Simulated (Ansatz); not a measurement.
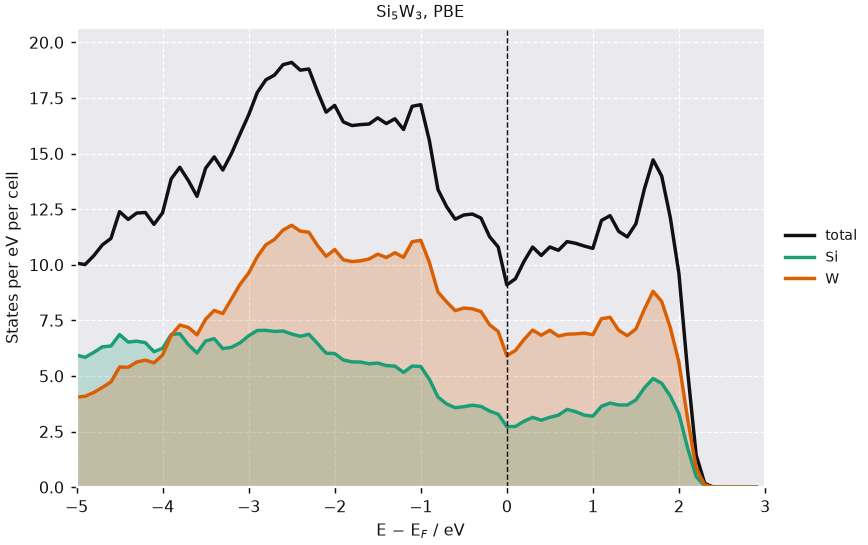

Density of states. Energies are counted from the Fermi level. The partial curves are projected on Löwdin-orthogonalised atomic shells.

This input was run:

```
crystal:
  lattice:
    - [7.210639, -0.668201, 0.200893]
    - [-0.691035, 7.199905, 0.724742]
    - [0.202325, 0.728652, 7.113623]
  atoms:
    - { symbol: Si, position: [0.6733616878, 0.8314838817, 0.2517718892] }
    - { symbol: Si, position: [0.1896214777, 0.8101192992, 0.9209871612] }
    - { symbol: Si, position: [0.116006784, 0.7869429582, 0.6117937161] }
    - { symbol: Si, position: [0.1993404681, 0.189437319, 0.2981440326] }
    - { symbol: Si, position: [0.9369964559, 0.0868735438, 0.8545262969] }
    - { symbol: Si, position: [0.4843654067, 0.6694663559, 0.0175946637] }
    - { symbol: Si, position: [0.3372732557, 0.7569216557, 0.3787489245] }
    - { symbol: Si, position: [0.5160645685, 0.9029144675, 0.627255077] }
    - { symbol: Si, position: [0.5073146762, 0.0273619936, 0.9678207269] }
    - { symbol: Si, position: [0.0062869164, 0.8869648079, 0.1861146424] }
    - { symbol: Si, position: [0.2284658092, 0.2771686395, 0.9534991411] }
    - { symbol: Si, position: [0.6201073112, 0.3652542068, 0.979116276] }
    - { symbol: Si, position: [0.084144809, 0.3789582469, 0.5564961767] }
    - { symbol: Si, position: [0.7672602436, 0.7209237638, 0.7680752438] }
    - { symbol: Si, position: [0.809917129, 0.3501660133, 0.2570034932] }
    - { symbol: W, position: [0.1377651295, 0.5360349612, 0.189949868] }
    - { symbol: W, position: [0.4911518845, 0.4751572229, 0.3591892448] }
    - { symbol: W, position: [0.8836824519, 0.0244252353, 0.5096956704] }
    - { symbol: W, position: [0.4280115768, 0.5349144071, 0.7111590103] }
    - { symbol: W, position: [0.8501745329, 0.6131984283, 0.4590304481] }
    - { symbol: W, position: [0.9747396866, 0.4846584814, 0.8589782745] }
    - { symbol: W, position: [0.6858308287, 0.2437987105, 0.6657223798] }
    - { symbol: W, position: [0.2788541026, 0.1121473602, 0.6681493719] }
    - { symbol: W, position: [0.5223614102, 0.1042959434, 0.301259413] }
basis:
  ecutwfc: 420
kpoints:
  mp_grid: { grid: [4, 5, 5] }
hamiltonian:
  xc: pbe
scf:
  occupations: { method: gaussian, width: 0.1 }
  n_extra_bands: 12
output:
  forces: true
  stress: true
  eigenvalues: true
  populations: true
  dos:
    method: { smearing: { sigma: 0.1, scheme: gaussian } }
    projected: true
    de: 0.02
  write_density: true
  write_potential: true
  elf: true
  volumetric_format: npy
```

Command:
```bash
ansatz run input.yaml --threads 2 --pin off --max-ram 5120MiB --backend cpu --events-out ev --progress --plain --runs-dir out
```

Question: Metal or insulator, and how many states lie at the Fermi level?

Answer: It is a metal. The density of states at the Fermi level is about 10 per eV and cell (mean within 0.25 eV), or 0.42 per atom.

Question: What carries the states at the Fermi level?

Answer: By projected weight, the states within 0.3 eV of the Fermi level are W (70 %) and Si (30 %).

Spin-orbit coupling is left out, which matters for W.
